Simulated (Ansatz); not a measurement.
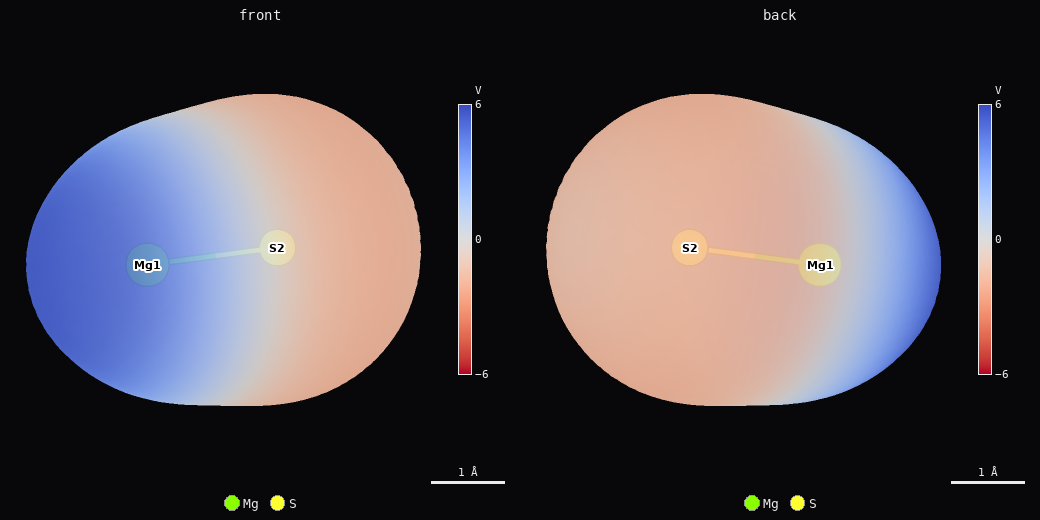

Figure. MgS. The molecular electrostatic potential painted on the density surface at 0.002 e/bohr³, seen from the front and from behind; red is negative and blue positive.

Geometry: PBE0-D4/def2-TZVP.

Method: Ansatz 0.2.0, RKS PBE0-D4/def2-TZVPP.

The calculation's input:

```
crystal:
  periodic: [false, false, false]
  atoms:
    - {symbol: Mg, position_ang: [0.911201, -0.303004, 0.467290]}
    - {symbol: S, position_ang: [-0.911201, 0.303004, -0.467290]}
basis:
  gaussian: {orbitals: def2-TZVPP}
hamiltonian: {xc: pbe0, dispersion: d4}
output: {orbitals: {seedname: orbitals}}
```

Launched as:

```sh
ansatz run in.yaml --threads 2 --pin off --events-out ev --progress --plain --max-ram 32768MiB --backend cpu
```

Describe the electrostatic potential map.

Answer. The most negative region (about −1.9 V) lies over S2, the most positive (about +5.4 V) over Mg1.
